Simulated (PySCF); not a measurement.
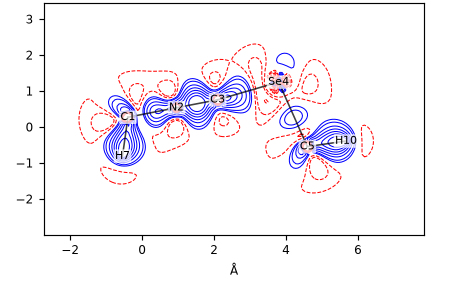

C₃H₆NSe, charge +1, SMILES `C[N+]#C[Se]C`. Deformation density (molecule less spherical, spin-averaged free atoms) in the plane of C1, N2, C3, Se4, C5, H7 and H10; contours at ±0.05 to ±0.8 e/Å³; solid blue lines: gain, dashed red lines: loss.

Level of theory: LDA (SVWN)/def2-SVPD (PySCF), at a geometry from GFN2-xTB. No frequency check shows the geometry to be a minimum. GFN2-xTB bond lengths at metals and heavier atoms can be off by up to 0.1 Å and shapes distorted, which carries into these values.

Question: Describe the bonding that the map shows.

Answer: C5–H10: +0.68 e/Å³ at the bond critical point (bond length 1.09 Å). C1–H7: +0.68 e/Å³ at the bond critical point (bond length 1.09 Å). N2–C3: +0.65 e/Å³ at the bond critical point (bond length 1.16 Å). Se4–C5: +0.15 e/Å³ at the bond critical point (bond length 1.96 Å). C3–Se4: +0.10 e/Å³ at the bond critical point (bond length 1.77 Å); up to 0.6 Å beside the axis the gain reaches +0.36 e/Å³. C1–N2: +0.08 e/Å³ at the bond critical point (bond length 1.38 Å); up to 0.6 Å beside the axis the gain reaches +0.42 e/Å³. In all, 2.0 electrons gather in the regions of gain relative to the promolecule of neutral atoms (the regions of loss give up this much and the cation's charge besides). A small or negative value marks a very polar bond, one between electron-rich atoms, whose free-atom densities already overlap strongly, a long bond to a heavier atom, or a closed-shell contact such as a hydrogen bond.

Run time: 20 s on 1 thread of Arm Neoverse V2, on a shared host, peak memory 0.32 GiB.
